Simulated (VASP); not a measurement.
Band structure of VN (rock salt). These are optB86b-vdW, VASP's PBE PAW potentials (set 64) (plane waves; VASP) values and carry that method's errors.

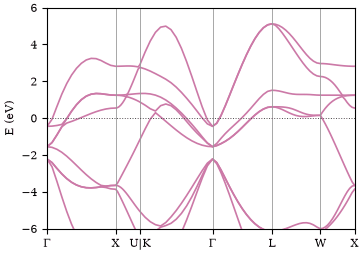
Figure. Bands along high-symmetry lines, zero at the valence-band maximum or, without a gap, the Fermi level

Q: Read the plot: is there a gap, and where are the band edges?

A: It has no gap at this level: it comes out as a metal or semimetal. (Edges off the drawn lines would not show.)

The compound is VN in the rock salt structure, which distorts at low temperature. It was relaxed first. The run is not spin-polarised, so no magnetic state was tried. VASP warned that the highest band is occupied, so more bands are needed.
